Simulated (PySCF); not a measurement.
# C4H2F4: the cost of one run

The runs use PySCF 2.14.0, with density-fitted response routines of our own; the level of theory stands in each step. All values are computed, except where a source is named. Atoms count from 0, in the outputs and in this text.

### Step 1. The starting structure

10 atoms, charge 0, multiplicity 1; geometry from: GFN2-xTB. The atoms were then displaced at random by about 0.01 Å, so the start is not that level's minimum.

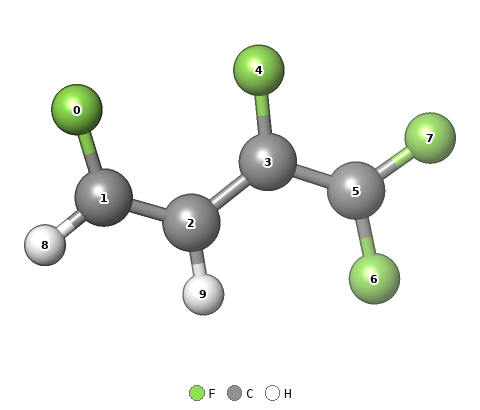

The starting geometry (fluorine green, carbon grey, hydrogen white), atoms numbered.

### Step 2. Optimising the geometry at PBE0-D3(BJ)/def2-SVP

Job settings and geometry (Å):

```
{"job": {"xc": "PBE0", "basis": "def2-SVP", "d3": "d3bj", "grid": 1, "shake": 0.01, "kind": "geom"}, "charge": 0, "multiplicity": 1}
F      1.880150    -0.588570     1.666180
C      1.781420     0.121260     0.526820
C      0.647720     0.277960    -0.184930
C     -0.596890    -0.259120     0.156410
F     -0.756740    -0.996530     1.269020
C     -1.727060    -0.069900    -0.591960
F     -1.707820     0.625860    -1.715760
F     -2.914160    -0.539190    -0.335610
H      2.738450     0.552160     0.263910
H      0.705370     0.855140    -1.075140
```

Command:

```bash
OMP_NUM_THREADS=1 python probes_run.py task.json out
```

One launch serves the whole session: the jobs run in the order shown.

**Question.** How long does this first job take on 1 thread of Arm Neoverse V1, shared host, and how much memory does it need?

About 54 s, with a peak of 0.5 GiB.
